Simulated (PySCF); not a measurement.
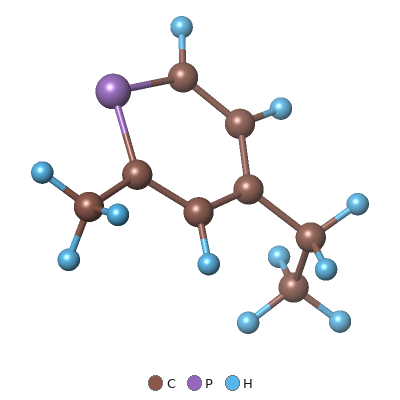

The molecule: C₈H₁₁P, SMILES CCc1ccpc(C)c1.

Simulated rotational absorption lines between 18 and 26 GHz at 10 K: rigid rotor with the equilibrium constants and dipole of one optimised conformer (PBE0-D3(BJ)/def2-SVP, PySCF), commonest isotopes; no centrifugal distortion, hyperfine structure, internal rotation or nuclear-spin weights; lines within 1 MHz of each other are summed. Lines of different type are drawn apart.

> What are the rotational constants, and what kind of rotor is it?

Rotational constants A, B, C = 2.366, 0.9684, 0.7338 GHz; Ray's κ = −0.71, an asymmetric top on the prolate side.

> Which dipole components drive the lines?

|μa|, |μb|, |μc| = 1.87, 0.87, 0.23 D; a-type lines carry 84 % of the intensity in this range.

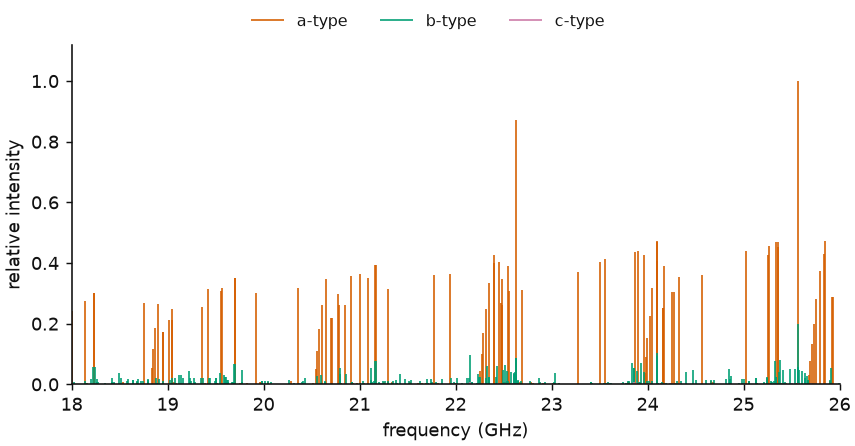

Note: coarse grid, loose stop and no frequency check, small forces are noise and the end may be a saddle.
